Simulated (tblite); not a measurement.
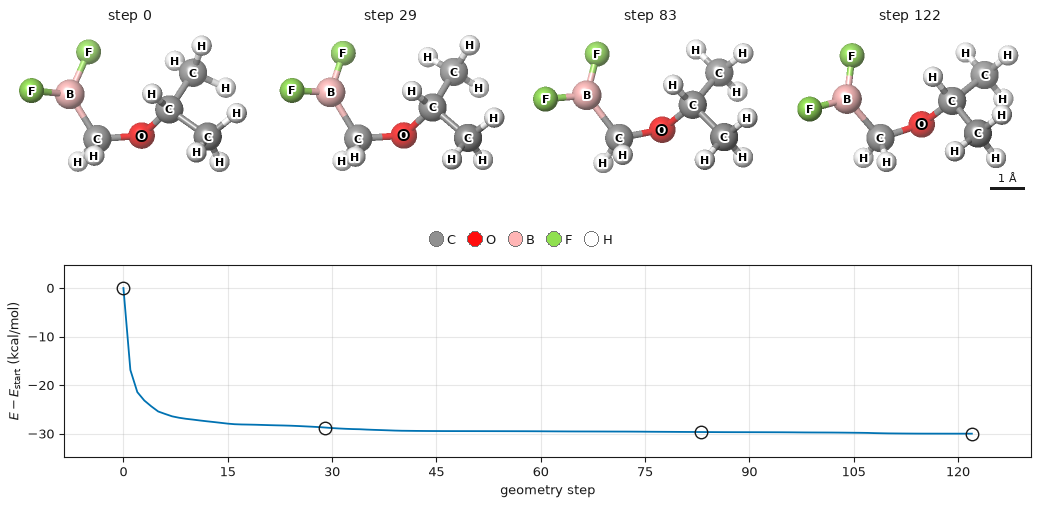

Frames of a relaxation of C4H9BF2O, marked on the history of the run. Style: ball-and-stick. Shown at a tilt.

All numbers below come from GFN2-xTB geometry optimisation, gas phase (tblite 0.8.0). 

**What happens along the run?**

Over 122 geometry steps the energy falls by 30.0 kcal/mol. The atom that moves furthest after the best rigid fit is an H atom (0.92 Å). Largest moves by element: H 0.92 Å, F 0.83 Å, B 0.43 Å, C 0.42 Å, O 0.39 Å. Among the contacts that change: B–F 1.475 → 1.319 Å, B–F 1.458 → 1.313 Å, C–H 1.137 → 1.086 Å, C–O 1.374 → 1.423 Å. Bond angles that change, for instance: C–C–C 104.0° → 110.9°, O–C–H 111.2° → 104.5°, C–C–H 115.3° → 109.8°. Groups turn about C–O by about 40°, C–C by about 30°, C–C by about 20°. The run took 0.54 s on 1 thread of Arm Neoverse V2 (shared host). From step 0 to 29: an H atom moves most (0.36 Å), energy −28.7 kcal/mol. From step 29 to 83: an H atom moves most (0.46 Å), energy −0.93 kcal/mol. From step 83 to 122: an F atom moves most (0.51 Å), energy −0.34 kcal/mol.
